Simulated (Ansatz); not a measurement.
## Run report: CH10N2SSi, molecular dynamics (part 3 of 3)

Continued. System: CH10N2SSi. Method: RKS B3LYP/6-31G* (Ansatz 0.2.0). It belongs to a series of runs on one base structure; here: dynamics from the highest image of the converged band.

Geometry of the input (Å):
```
Si 0.3387  0.9935  -0.5108
N  0.2927  -0.4389  0.7392
C  -0.4922  -1.6313  0.3330
H  1.2699  1.9842  0.0492
H  -1.0440  1.1915  -0.9696
N  1.1502  0.3162  -1.8902
H  -0.1760  0.1020  1.5612
S  -1.0033  1.8731  2.0384
H  1.2432  -0.7087  1.0055
H  -1.5367  -1.3290  0.2275
H  -0.1201  -2.0115  -0.6213
H  -0.4227  -2.4087  1.0977
H  0.6487  0.0630  -2.7314
H  2.1321  0.4770  -2.0747
H  -2.2803  1.5274  1.7464
```

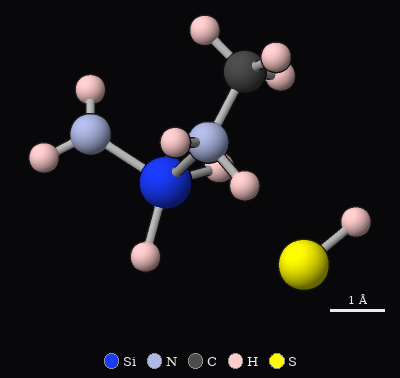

**Figure 1.** The geometry at step 97 of the log (ball-and-stick view, seen at a tilt).

### Trajectory as extended XYZ, continued
```
15
Properties=species:S:1:pos:R:3:forces:R:3 step=14 time_fs=7.0 energy=-22893.16076 temperature=154.5
Si    0.3394    0.9832   -0.5297   -0.4108  -0.0244  -0.0267
N     0.3143   -0.4299    0.6776    0.5244   0.6347   0.9869
C    -0.4918   -1.6105    0.3411   -1.0859   0.4307   0.2486
H     1.2580    1.9935    0.0200   -0.0559   0.0007   0.0443
H    -1.0562    1.1916   -0.9442   -0.0051   0.0669   0.0094
N     1.1560    0.2884   -1.8657    2.4049   0.8093   0.4470
H    -0.0935    0.2533    1.5579   -0.4621  -0.7900  -0.5511
S    -1.0157    1.8703    2.0623    0.3726   0.0138   0.1334
H     1.2600   -0.7487    0.9109    0.0374   0.2642  -0.0631
H    -1.5161   -1.2721    0.1971   -0.2486   0.0905  -0.0419
H    -0.1998   -2.1264   -0.5683    0.5150   0.0456  -0.1438
H    -0.5173   -2.2773    1.1888    0.1654  -0.4928   0.2750
H     0.7393    0.0532   -2.7297   -0.4340  -0.2132  -1.0315
H     2.1440    0.6265   -1.9712   -1.3154  -0.6465  -0.2236
H    -2.3137    1.5861    1.8170   -0.0020  -0.1895  -0.0626
15
Properties=species:S:1:pos:R:3:forces:R:3 step=28 time_fs=14.0 energy=-22893.16591 temperature=157.0
Si    0.3332    0.9741   -0.5496   -0.5059   0.8710  -0.2355
N     0.3456   -0.4071    0.6414   -0.6762  -0.9399  -0.1228
C    -0.5260   -1.5862    0.3595    0.3203  -0.6636   0.1052
H     1.2264    2.0022    0.0085   -0.0193  -0.0168   0.0042
H    -1.0685    1.2150   -0.9226    0.0427  -0.0354  -0.1209
N     1.1868    0.2653   -1.8537    1.5368   0.3324  -0.8260
H    -0.1590    0.1239    1.4099    0.3093   0.4937   1.2318
S    -1.0242    1.8672    2.0875   -0.0509  -0.2260  -0.0769
H     1.3099   -0.6918    0.8222   -0.0841   0.0383   0.4215
H    -1.5366   -1.2056    0.1538    0.2403  -0.2116  -0.0201
H    -0.1196   -2.1738   -0.4884   -0.3269   0.4024   0.3040
H    -0.5539   -2.2333    1.2671   -0.0476   0.4073  -0.5805
H     0.8105    0.0513   -2.7613   -0.4511  -0.1378  -0.1734
H     2.1168    0.6780   -2.0098   -0.4293  -0.3298   0.1037
H    -2.3350    1.5790    1.8654    0.1419   0.0159  -0.0142
15
Properties=species:S:1:pos:R:3:forces:R:3 step=42 time_fs=21.0 energy=-22893.15343 temperature=149.9
Si    0.3202    0.9768   -0.5730    0.3607   0.3873  -0.3456
N     0.3536   -0.4016    0.6216   -1.1386   0.3090   2.3903
C    -0.5502   -1.5688    0.3792    0.9829   0.1641  -0.2270
H     1.1878    2.0126    0.0018    0.0097   0.0796  -0.0166
H    -1.0740    1.2277   -0.9557    0.0011  -0.0849  -0.1657
N     1.2446    0.2456   -1.8710   -2.0547  -0.5761  -0.7035
H    -0.0751    0.1043    1.5460    0.1763   0.2094  -0.9698
S    -1.0315    1.8611    2.1122    0.3642  -0.1961   0.0101
H     1.3202   -0.6334    0.8656   -0.0765  -0.4788  -0.2705
H    -1.5302   -1.1943    0.0921   -0.0849   0.0338   0.0500
H    -0.1013   -2.1503   -0.4153   -0.1557  -0.3399  -0.3489
H    -0.6118   -2.1610    1.2844   -0.1409  -0.1711   0.2138
H     0.7601    0.0247   -2.7622    0.5093   0.1610   0.8295
H     2.1119    0.6656   -2.0635    1.4042   0.6229  -0.4040
H    -2.3275    1.5592    1.9000   -0.1569  -0.1204  -0.0420
15
Properties=species:S:1:pos:R:3:forces:R:3 step=56 time_fs=28.0 energy=-22893.20150 temperature=178.0
Si    0.3131    0.9867   -0.6025    0.9782  -0.0817  -0.5914
N     0.3330   -0.3943    0.6606    0.9047  -0.5133  -0.6736
C    -0.5461   -1.5536    0.3919   -0.8045   0.2567  -0.0094
H     1.1473    2.0484   -0.0161   -0.0527   0.0076  -0.0744
H    -1.0744    1.2005   -1.0576    0.1255  -0.1216  -0.0103
N     1.2914    0.2326   -1.8969   -1.7262   0.0136   0.1476
H     0.0387    0.1995    1.4757   -0.9114   0.0490   0.9564
S    -1.0356    1.8522    2.1364   -0.0464  -0.0296  -0.1886
H     1.2876   -0.7441    0.8175   -0.0787   0.2562  -0.1268
H    -1.5192   -1.1854    0.0638   -0.0992   0.1265   0.0817
H    -0.1658   -2.1892   -0.4044    0.3882   0.0176   0.0034
H    -0.7095   -2.1118    1.3050    0.1072  -0.2982   0.2434
H     0.7483   -0.0177   -2.7353    0.5474   0.0889   0.3673
H     2.1597    0.6595   -2.1585    0.4175   0.2758  -0.1477
H    -2.3362    1.4999    1.9232    0.2503  -0.0475   0.0225
15
Properties=species:S:1:pos:R:3:forces:R:3 step=70 time_fs=35.0 energy=-22893.14754 temperature=146.5
Si    0.3219    0.9939   -0.6404    0.8532  -1.1053  -0.0613
N     0.3255   -0.3913    0.6955   -0.5712   0.7187  -0.4522
C    -0.5652   -1.5366    0.4066   -0.5339  -0.6003   0.1919
H     1.0892    2.1009   -0.0627    0.0088   0.0836  -0.0555
H    -1.0435    1.1259   -1.1693   -0.1041   0.0412   0.1502
N     1.3088    0.2317   -1.9110    1.0726   1.2110   0.3136
H    -0.1378    0.2600    1.5897    0.4680  -0.1347  -0.4291
S    -1.0382    1.8424    2.1584    0.3480  -0.2834  -0.1296
H     1.2727   -0.7769    0.7367    0.1339   0.4285   0.5521
H    -1.5339   -1.1419    0.0685    0.1581  -0.2193  -0.0105
H    -0.1240   -2.2030   -0.3653   -0.2900   0.4298   0.3281
H    -0.7562   -2.1260    1.3354    0.2474   0.3505  -0.5652
H     0.8347   -0.0829   -2.7307   -0.5348  -0.3819  -0.5808
H     2.1950    0.6788   -2.2473   -1.0645  -0.4359   0.7607
H    -2.2931    1.4025    1.9481   -0.1916  -0.1025  -0.0126
15
Properties=species:S:1:pos:R:3:forces:R:3 step=84 time_fs=42.0 energy=-22893.27031 temperature=219.1
Si    0.3435    0.9846   -0.6796   -0.2053  -0.7229   0.3649
N     0.3041   -0.3662    0.7146   -0.5955   0.9075  -0.6583
C    -0.5995   -1.5250    0.4250    0.9067   0.4147   0.0060
H     1.0323    2.1725   -0.1399    0.0302  -0.1796  -0.0940
H    -1.0388    1.0647   -1.2100    0.0745   0.0384   0.2655
N     1.3151    0.2457   -1.9218    1.0757   1.0277   0.5597
H    -0.1483    0.2517    1.5581    0.3190   0.1166  -0.2031
S    -1.0381    1.8287    2.1783   -0.2358  -0.2036  -0.0665
H     1.2780   -0.6393    0.8757   -0.1977  -0.2629   0.2555
H    -1.5484   -1.1510    0.0580   -0.2230   0.0824   0.0136
H    -0.1206   -2.1432   -0.3165    0.0287  -0.3556  -0.5110
H    -0.7390   -2.1111    1.3198   -0.1749  -0.1797   0.4582
H     0.8765   -0.1919   -2.7040   -0.2248  -0.2760  -0.5918
H     2.1973    0.7154   -2.1892   -0.7523  -0.5331   0.1473
H    -2.2720    1.2817    1.9767    0.1744   0.1265   0.0540
15
Properties=species:S:1:pos:R:3:forces:R:3 step=97 time_fs=48.5 energy=-22893.23502 temperature=198.5
Si    0.3618    0.9646   -0.7107   -0.5098  -0.4479   0.8115
N     0.2736   -0.3224    0.7101    0.6196  -0.2195  -0.5498
C    -0.6076   -1.5106    0.4419    0.2842   0.2767  -0.1993
H     1.0000    2.1892   -0.2395    0.2065   0.0433   0.1441
H    -1.0294    1.0226   -1.1517   -0.2629   0.0130  -0.0077
N     1.3236    0.2700   -1.9267   -1.3040  -1.2271  -0.7380
H    -0.0993    0.3311    1.5017   -1.0131   0.3204   0.3372
S    -1.0394    1.8140    2.1962    0.0850   0.3348   0.2026
H     1.1943   -0.5868    1.0891   -0.1114  -0.2893  -0.5373
H    -1.5809   -1.1569    0.0768    0.1724   0.0811   0.2327
H    -0.1643   -2.1316   -0.3513   -0.0018   0.0638   0.2873
H    -0.7569   -2.0932    1.3569    0.0854   0.0630  -0.0857
H     0.9312   -0.3003   -2.6943    0.4603   0.5548   0.6663
H     2.1812    0.6885   -2.1494    1.4438   0.5072  -0.5369
H    -2.2257    1.1967    2.0172   -0.1542  -0.0742  -0.0269
15
Properties=species:S:1:pos:R:3:forces:R:3 step=111 time_fs=55.5 energy=-22893.36614 temperature=276.2
Si    0.3730    0.9359   -0.7305   -0.5783  -0.6069   1.2878
N     0.2509   -0.2802    0.6865   -0.1539  -0.7072  -0.5385
C    -0.6034   -1.4811    0.4559   -0.1487   0.1892   0.0444
H     1.0288    2.1913   -0.2973   -0.1036  -0.1939   0.1106
H    -1.0755    0.9889   -1.0813    0.3224   0.1178  -0.1160
N     1.3412    0.2902   -1.9480   -0.1583  -1.1026  -1.6172
H    -0.3720    0.5612    1.5646    0.2420   0.4918   0.2374
S    -1.0414    1.8008    2.2180   -0.5495  -0.1380   0.3065
H     1.0958   -0.6211    1.1440    0.3218   0.4756  -0.1992
H    -1.5982   -1.1240    0.1628    0.0503  -0.1538  -0.1131
H    -0.1990   -2.1403   -0.3363   -0.1653   0.1392   0.2793
H    -0.7411   -2.0604    1.3946    0.2690   0.2970  -0.4313
H     1.0432   -0.3873   -2.6638    0.0487   0.4676   0.6473
H     2.2450    0.6403   -2.1773    0.6585   0.3933  -0.0289
H    -2.2032    1.1112    2.0613   -0.0552   0.3309   0.1308
15
Properties=species:S:1:pos:R:3:forces:R:3 step=125 time_fs=62.5 energy=-22893.46792 temperature=336.8
Si    0.3770    0.8957   -0.7305    0.4298  -0.9251   0.2264
N     0.2296   -0.2566    0.6443    0.8392  -0.0411  -1.0972
C    -0.6025   -1.4362    0.4677   -0.0199   0.0042   0.0549
H     1.0333    2.1383   -0.2950    0.0023   0.0781   0.1796
H    -1.0446    1.0106   -1.0780   -0.1663   0.1580  -0.3539
N     1.3757    0.2996   -2.0054    0.9751   1.0282   0.0940
H    -0.4956    0.8095    1.6162    1.2452  -1.6394  -0.8479
S    -1.0536    1.7933    2.2481   -1.8446   2.4600   1.8991
H     1.1141   -0.4938    1.0873    0.0506  -0.0221  -0.0032
H    -1.6149   -1.1350    0.2066   -0.2382   0.0723  -0.0709
H    -0.2559   -2.1435   -0.2804    0.2075  -0.2031  -0.4972
H    -0.6455   -1.9869    1.3937   -0.1712  -0.2711   0.6043
H     1.1100   -0.4666   -2.5858   -0.0049  -0.4848  -0.4617
H     2.3426    0.6412   -2.1727   -1.1695  -0.4261   0.1418
H    -2.2393    1.1506    2.1636   -0.1350   0.2118   0.1318
15
Properties=species:S:1:pos:R:3:forces:R:3 step=139 time_fs=69.5 energy=-22893.40418 temperature=299.2
Si    0.3859    0.8455   -0.7308    0.4416   1.5789  -2.7734
N     0.2350   -0.2390    0.5746    0.7329  -0.4355   0.9568
C    -0.6064   -1.4069    0.4845   -0.3206  -1.3220   0.0622
H     1.0283    2.0832   -0.2214    0.0132  -0.1873   0.0008
H    -1.0183    1.0829   -1.2021    0.3491  -0.1894   0.0798
N     1.4045    0.3126   -2.0670    0.6183   1.3541   1.0353
H    -0.3146    0.6817    1.5292   -1.2750   0.8088   0.7058
S    -1.0842    1.8090    2.2975    0.4500  -0.0468   0.1318
H     1.1437   -0.3729    1.0148   -0.0380  -0.5838   0.1031
H    -1.6467   -1.1336    0.2412    0.3143   0.1821   0.1693
H    -0.2807   -2.1276   -0.2966   -0.0102   0.2386   0.3219
H    -0.6021   -1.9264    1.4555   -0.1485   0.0127  -0.2429
H     1.2261   -0.5379   -2.5435   -0.1035  -0.8286  -0.6092
H     2.3898    0.6246   -2.1692   -1.1058  -0.3549   0.1837
H    -2.3243    1.2739    2.3125    0.0824  -0.2270  -0.1250
15
Properties=species:S:1:pos:R:3:forces:R:3 step=153 time_fs=76.5 energy=-22893.61313 temperature=422.5
Si    0.4041    0.8159   -0.7709    1.0508   1.1089  -1.7164
N     0.2633   -0.2402    0.5302   -0.0025  -1.7669   1.2909
C    -0.6169   -1.4125    0.5059    0.2044   0.1380   0.2202
H     1.0435    1.9891   -0.1455    0.1614   0.2649  -0.2556
H    -0.9180    1.0962   -1.3225   -0.5089  -0.0554   0.0616
N     1.4193    0.3316   -2.1112   -0.5467  -0.7186  -0.1985
H    -0.5849    0.8415    1.7133    0.8062  -1.7073  -1.0673
S    -1.1123    1.8272    2.3512   -1.3581   2.3313   1.7307
H     1.1476   -0.4611    0.9844   -0.0233   0.1041   0.0160
H    -1.6338   -1.0565    0.3151   -0.0722  -0.2330  -0.1708
H    -0.2912   -2.1111   -0.2762   -0.3628  -0.3333   0.1461
H    -0.6207   -1.9031    1.4960    0.0278  -0.0020  -0.3803
H     1.3603   -0.5972   -2.5440   -0.3159   0.4865   0.2123
H     2.3780    0.6000   -2.1339    0.7918   0.4303   0.1538
H    -2.3650    1.3174    2.4153    0.1478  -0.0475  -0.0427
15
Properties=species:S:1:pos:R:3:forces:R:3 step=167 time_fs=83.5 energy=-22893.65300 temperature=447.3
Si    0.4358    0.8063   -0.8394   -0.3692   0.5422   0.3144
N     0.2917   -0.2925    0.5245   -0.1074  -0.4283  -0.0512
C    -0.6250   -1.4182    0.5271   -0.3007  -0.3928  -0.4313
H     1.1071    1.9720   -0.1900   -0.1120   0.0112  -0.3711
H    -0.9465    1.0621   -1.3804    0.3232  -0.1590   0.4006
N     1.4391    0.3482   -2.1538   -0.8050  -1.4001  -0.6799
H    -0.7160    0.6484    1.6721    0.1052   1.8795   0.8735
S    -1.1512    1.8655    2.4210    0.1727  -1.5951  -0.7279
H     1.1695   -0.5377    0.9777    0.0067   0.1949   0.0065
H    -1.6343   -1.0583    0.3329   -0.2385   0.0516  -0.0335
H    -0.4222   -2.2052   -0.2041    0.1982  -0.0892  -0.3419
H    -0.6348   -1.9167    1.4832   -0.0196  -0.1005   0.6678
H     1.3808   -0.6159   -2.5435    0.1029   1.1168   0.2937
H     2.3781    0.6396   -2.0479    1.2859   0.1625  -0.1009
H    -2.3877    1.3394    2.5110   -0.2424   0.2063   0.1812
15
Properties=species:S:1:pos:R:3:forces:R:3 step=181 time_fs=90.5 energy=-22893.76310 temperature=511.9
Si    0.4649    0.8034   -0.9025   -0.2217  -1.0810   2.0367
N     0.3172   -0.3574    0.5158    0.0290   1.2726  -1.4884
C    -0.6452   -1.4453    0.5425   -0.4371  -0.7714   0.1959
H     1.1415    1.9992   -0.3752   -0.0567   0.2475   0.1220
H    -0.9259    0.9764   -1.3042   -0.4023   0.1005  -0.2112
N     1.4704    0.3605   -2.2038    1.1872   0.0716  -0.3262
H    -0.7258    0.9042    1.8107    0.6261  -1.7952  -1.1642
S    -1.1928    1.8936    2.4882   -0.9339   2.1021   1.4839
H     1.1975   -0.5513    0.9799   -0.0276  -0.2484   0.0807
H    -1.6674   -1.0659    0.3444    0.3781   0.0350   0.1159
H    -0.5048   -2.2862   -0.1866    0.2456   0.4628   0.3042
H    -0.6595   -1.9013    1.5555   -0.0705   0.1420  -0.4134
H     1.4086   -0.5715   -2.5921    0.0571  -0.0643  -0.2010
H     2.4552    0.6225   -2.0349   -0.6343  -0.3222  -0.3723
H    -2.4605    1.4446    2.6672    0.2610  -0.1516  -0.1627
```
